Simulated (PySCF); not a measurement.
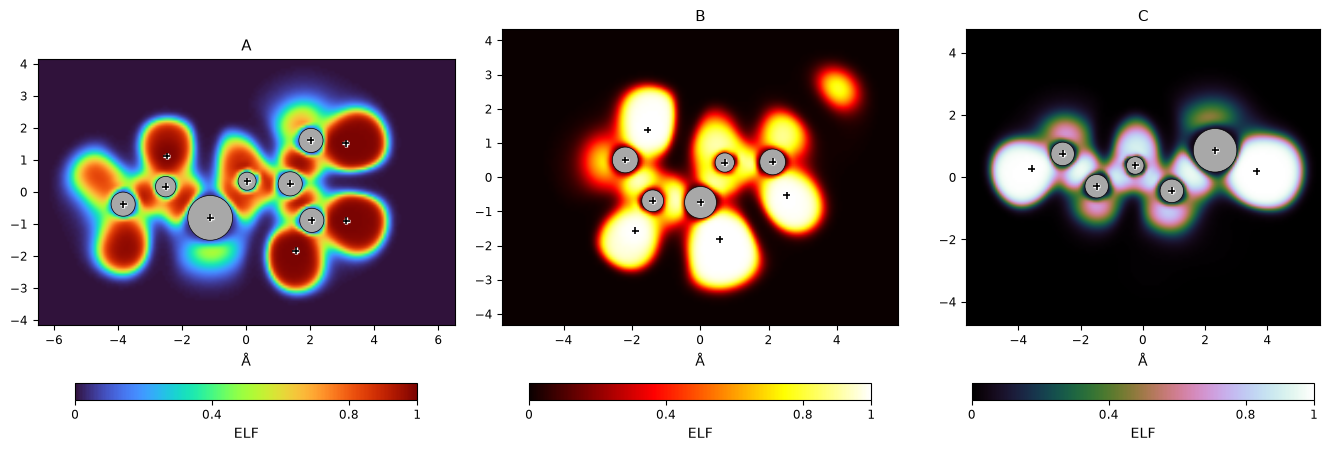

The ELF of 3 systems, each on a plane through atoms (crosses mark nuclei in the plane; grey discs cover the cores).

All numbers below come from PBE0/pcSseg-1, SCF density, gas phase, non-relativistic in PySCF.

System 1: C4H10BNO, the plane of atoms B5, N6 and C7. Geometry: PBE0-D3(BJ)/def2-SVP.

```tsv
atom	x (Å)	y (Å)	z (Å)
C	-3.1506	0.9708	-0.4023
C	-2.0329	0.2992	-0.6748
C	-1.3445	-0.6310	0.2745
O	0.0104	-0.2971	0.4335
B	1.0002	-0.9508	-0.2445
N	2.3246	-0.5104	-0.1196
C	2.7704	0.6103	0.6673
H	-3.6347	0.8957	0.5773
H	-3.6281	1.6171	-1.1435
H	-1.5609	0.3983	-1.6606
H	-1.8330	-0.5893	1.2622
H	-1.4382	-1.6693	-0.0981
H	0.7487	-1.9100	-0.9469
H	3.0485	-1.0175	-0.6107
H	3.2922	1.3662	0.0550
H	3.4558	0.3061	1.4779
H	1.8982	1.0930	1.1277
```

System 2: C3H14OSi3 (SMILES CCOC([SiH3])([SiH3])[SiH3]), the plane of atoms C2, O3 and C4. Geometry: PBE0-D3(BJ)/def2-SVP.

```tsv
atom	x (Å)	y (Å)	z (Å)
C	2.9320	-0.4631	-0.4702
C	1.5162	-0.7644	-0.0477
O	0.7289	0.3703	-0.3061
C	-0.6570	0.2906	0.0389
Si	-1.3077	1.9907	-0.5294
Si	-0.9591	0.1319	1.9213
Si	-1.6000	-1.0635	-0.9308
H	3.5859	-1.3272	-0.2805
H	3.3229	0.4009	0.0870
H	2.9683	-0.2239	-1.5430
H	1.4784	-1.0284	1.0287
H	1.1264	-1.6435	-0.6012
H	-1.0908	2.1350	-1.9997
H	-0.5663	3.0679	0.1908
H	-2.7672	2.1099	-0.2313
H	-0.6423	-1.2327	2.4468
H	-2.4061	0.3991	2.1838
H	-0.1195	1.1313	2.6489
H	-1.2176	-0.9991	-2.3741
H	-1.3178	-2.4416	-0.4206
H	-3.0659	-0.8117	-0.7837
```

System 3: C4H11NOSi, the plane of atoms C2, C1 and H9. Geometry: GFN2-xTB.

```yaml
atoms:
  - { symbol: C, position_ang: [-2.1895, 1.4657, -0.0088] }
  - { symbol: C, position_ang: [-1.8269, 0.2018, 0.1506] }
  - { symbol: C, position_ang: [-2.7959, -0.9289, 0.3420] }
  - { symbol: O, position_ang: [-0.5471, -0.2213, 0.1625] }
  - { symbol: Si, position_ang: [0.8557, 0.5729, -0.0449] }
  - { symbol: N, position_ang: [1.9581, -0.6873, 0.2973] }
  - { symbol: C, position_ang: [3.3794, -0.5102, 0.1723] }
  - { symbol: H, position_ang: [-3.2245, 1.7505, -0.0075] }
  - { symbol: H, position_ang: [-1.4610, 2.2441, -0.1398] }
  - { symbol: H, position_ang: [-3.8177, -0.5648, 0.3674] }
  - { symbol: H, position_ang: [-2.5723, -1.4469, 1.2733] }
  - { symbol: H, position_ang: [-2.6885, -1.6460, -0.4706] }
  - { symbol: H, position_ang: [1.0668, 1.6293, 0.9474] }
  - { symbol: H, position_ang: [0.9088, 1.1434, -1.4009] }
  - { symbol: H, position_ang: [1.6705, -1.6367, 0.1134] }
  - { symbol: H, position_ang: [3.9092, -1.1950, 0.8378] }
  - { symbol: H, position_ang: [3.7386, -0.6749, -0.8504] }
  - { symbol: H, position_ang: [3.6274, 0.5105, 0.4531] }
```

> Which map belongs to which system?

Panel A is system 3, C4H11NOSi: the plane holds C, O, Si, N and H. C–C (1.32 Å): the ELF peaks at about 0.95 between the atoms: a multiple bond. Panel B is system 1, C4H10BNO: the plane holds C, O, B, N and H. B–O (1.37 Å): the ELF peaks at about 0.90 between the atoms: a short, strongly polar bond. Panel C is system 2, C3H14OSi3: the plane holds C, O, Si and H. C–O (1.41 Å): the ELF peaks at about 0.90 between the atoms; a polar covalent bond.
